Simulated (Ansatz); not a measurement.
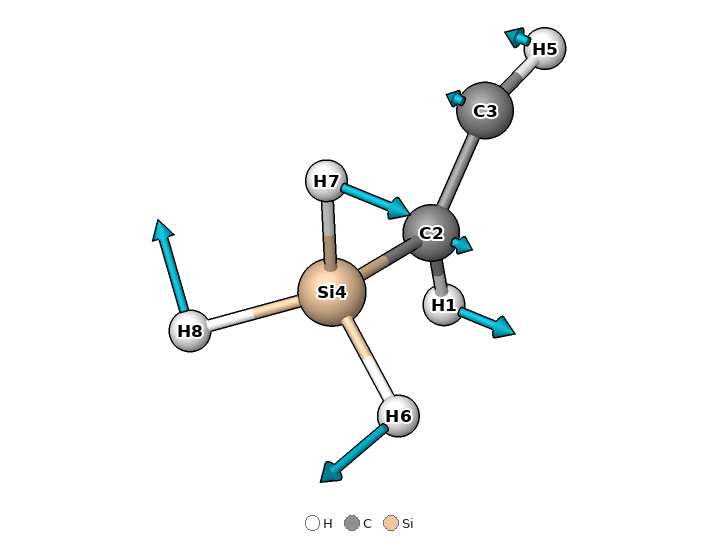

The arrows show one normal mode. State: neutral, doublet. Harmonic vibrations computed with UKS PBE0-D4/def2-TZVP (Ansatz 0.2.0) at a stationary point of the same level.

**What kind of motion is it?**

A torsion or out-of-plane motion in which bond lengths and bond angles hardly change.

**At what wavenumber does it lie?**

122 cm⁻¹; it is mode 1 of 18 counted from the lowest.
